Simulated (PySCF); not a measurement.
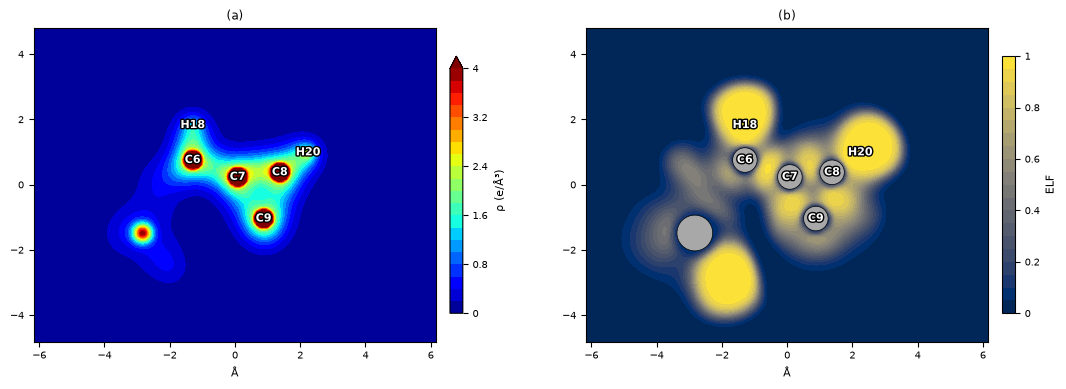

The picture shows: C₇H₁₃NSi. (a) total electron density; (b) ELF on the plane of atoms C7, C8 and C9. Grey discs cover the atomic cores in the ELF map.

Geometry: GFN2-xTB.

Theory: PBE0/pcSseg-1, SCF density, gas phase, non-relativistic in PySCF 2.14.0.

Input

```
{"job": {"kind": "nmr", "xc": "PBE0", "basis": "pcSseg-1"}, "charge": 0, "multiplicity": 1}
C     -2.155631    -0.473933     1.202372
C     -1.494955     0.572563     0.744027
C     -1.337864     0.870706    -0.720143
N     -0.128099     0.308322    -1.287840
Si    -0.094768    -1.330307    -1.819445
C      1.087970     0.953156    -0.845930
C      1.520848     0.566647     0.508104
C      2.002205     0.822422     1.688325
C      1.690578    -0.620985     1.413675
H     -2.227667    -0.691781     2.254876
H     -2.657281    -1.158003     0.536764
H     -0.988364     1.244449     1.423806
H     -2.182093     0.450488    -1.270619
H     -1.323370     1.957047    -0.878214
H     -1.336158    -1.492447    -2.576945
H      1.092910    -1.410629    -2.670888
H     -0.019269    -2.365326    -0.778992
H      0.956645     2.043018    -0.892524
H      1.884592     0.674187    -1.546195
H      2.384051     1.499046     2.412068
H      2.500202    -1.322579     1.237771
H      0.815104    -1.076674     1.865097
```

Run with:

```sh
OMP_NUM_THREADS=1 python probes_run.py task.json out
```

> Interpret the plot.

The plane passes through C and H nuclei.
C–C (1.30 Å): the density is about 2.3 e/Å³ at the midpoint; the ELF peaks at about 0.85 between the atoms (a short, multiple covalent bond).
C–H (1.06 Å): the density is about 2.1 e/Å³ at the midpoint; the ELF climbs to about 1 towards the hydrogen, as it does in any bond to H: a covalent bond by its length.
C–C (1.47 Å): ρ is about 1.8 e/Å³ halfway; the ELF peaks at about 0.95 between the atoms (localised, covalent bonding).
